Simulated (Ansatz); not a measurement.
# SiH2F2 (SMILES F[SiH2]F): CCSDT/STO-3G

What is the vertical ionisation energy of SiH2F2 at CCSDT/STO-3G? 

Program for the calculation: Ansatz 0.2.0.

53 further runs of the same task are left out: 3 that didn't finish, 50 set aside as unsound or not needed.

## Step 1: The system as given

The species is SiH2F2 (5 atoms), meant as a singlet with charge 0. SMILES: `F[SiH2]F`. The shape is that of a PBE0-D4/def2-TZVP optimisation.

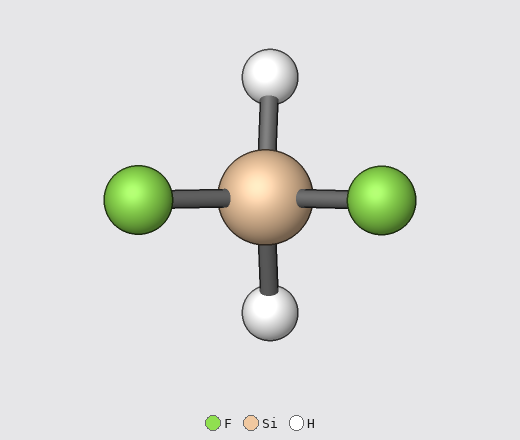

The structure, seen from a chosen angle (fluorine green, silicon light orange, hydrogen white).

## Step 2: A single-point energy at CCSDT/STO-3G

File input.yaml:

```yaml
crystal:
  periodic: [false, false, false]
  atoms:
    - symbol: F
      position_ang: [-1.079010, 0.538200, 0.980720]
    - symbol: Si
      position_ang: [-0.005220, -0.000540, -0.054090]
    - symbol: F
      position_ang: [1.247630, -0.520590, 0.766910]
    - symbol: H
      position_ang: [-0.590470, -1.138740, -0.786300]
    - symbol: H
      position_ang: [0.427070, 1.121680, -0.907250]
basis:
  gaussian:
    orbitals: STO-3G
correlation:
  method: ccsdt
  frozen_orbitals: {F: 1, H: 0, Si: 5}
accuracy: high
scf:
  omitted_lower_state_checks: [cluster_reference, increment]
```

Run with:

```console
$ ansatz run input.yaml --threads 1 --pin off --max-ram 3480MiB --events-out events.jsonl --progress --plain --runs-dir runs
```

The program printed (excerpt; [...] marks lines left out):

```text
Warning: RAYON_NUM_THREADS=1 ignored (pool sized by the plan → 1); use --threads N
Functional definition: HF
  name "HF"
[...]
387 factors; integrals over basis functions are off by at most 1.7e-8 eV
[...]
mean field -13139.51293709 eV, -482.8681941564 hartree, gradient 5.9e-9 eV, S^2 0.000000; 0 other end points of the search recorded, 0 dependent functions left out
7 core orbitals not correlated: weight in the atoms' cores, before any rotation towards them, 1.000 or more for the frozen orbitals, at most 0.000 for the correlated occupied ones
reference -13139.51293709 eV, -482.8681941564 hartree; 10, 10 occupied and 4, 4 virtual orbitals, 387 factors
second order -1.78735381 eV of doubles, -0.00000000 eV of singles
cycle   1  -2.10137196 eV  change   -3.1e-1 eV  update   7.2e-2
[...]
cycle  23  -2.43788475 eV  change  -4.1e-10 eV  update  8.0e-10
Total energy: -13141.95082184 eV, -482.9577847683 hartree
Checks for a lower state left out: cluster_reference, increment
```

Wall time 0.46 s (1 thread of Arm Neoverse V2, shared host).

## Step 3: The doublet cation

File in.yaml:

```yaml
crystal:
  periodic: [false, false, false]
  atoms:
    - {symbol: F, position_ang: [-1.079010, 0.538200, 0.980720]}
    - {symbol: Si, position_ang: [-0.005220, -0.000540, -0.054090]}
    - {symbol: F, position_ang: [1.247630, -0.520590, 0.766910]}
    - {symbol: H, position_ang: [-0.590470, -1.138740, -0.786300]}
    - {symbol: H, position_ang: [0.427070, 1.121680, -0.907250]}
basis:
  gaussian:
    orbitals: STO-3G
total_charge: 1
magnetization:
  spin_polarized: true
  initial_magnetization: 1
correlation:
  method: ccsdt
  frozen_orbitals: {F: 1, H: 0, Si: 5}
accuracy: high
scf:
  omitted_lower_state_checks: [cluster_reference, increment]
```

Run with:

```console
$ ansatz run in.yaml --threads 1 --pin off --max-ram 3480MiB --events-out events.jsonl --progress --plain --runs-dir runs
```

The program printed (excerpt; [...] marks lines left out):

```text
Warning: RAYON_NUM_THREADS=1 ignored (pool sized by the plan → 1); use --threads N
[... 2 set-up lines as earlier in the session ...]
[...]
387 factors; integrals over basis functions are off by at most 1.7e-8 eV
[...]
mean field -13130.72661009 eV, -482.5453025945 hartree, gradient 3.0e-8 eV, S^2 0.755188; 16 other end points of the search recorded, 0 dependent functions left out
7 core orbitals not correlated: weight in the atoms' cores, before any rotation towards them, 1.000 or more for the frozen orbitals, at most 0.000 for the correlated occupied ones
reference -13130.72661009 eV, -482.5453025945 hartree; 10, 9 occupied and 4, 5 virtual orbitals, 387 factors
second order -1.68764349 eV of doubles, -0.00000000 eV of singles
cycle   1  -2.02914811 eV  change   -3.4e-1 eV  update   8.1e-2
[...]
cycle  48  -2.86635816 eV  change   6.8e-10 eV  update  6.9e-10
Total energy: -13133.59296825 eV, -482.6506393141 hartree
Checks for a lower state left out: cluster_reference, increment
```

Wall time 2.6 s (1 thread of Arm Neoverse V2, shared host).

## Step 4: What came out

Level: CCSDT/STO-3G, 7 core orbitals frozen.

```
                                                   quantity          value
                               singlet SiH2F2: total energy  -482.95778 Eh
singlet SiH2F2: correlation energy (7 core orbitals frozen)      -89.6 mEh
                              singlet SiH2F2: T1 diagnostic          0.010
                               doublet cation: total energy  -482.65064 Eh
doublet cation: correlation energy (7 core orbitals frozen)     -105.3 mEh
          doublet cation: ⟨S²⟩ of the reference determinant          0.755
                              doublet cation: T1 diagnostic          0.143
         vertical ionisation energy (to the doublet cation)       8.358 eV
```

Removing an electron at fixed nuclei costs 8.36 eV (193 kcal/mol). In a minimal basis such a difference can be off by several eV, whatever the method. The T1 diagnostic (doublet cation) of 0.143 is above the customary mark for such species, so a single reference may not serve.
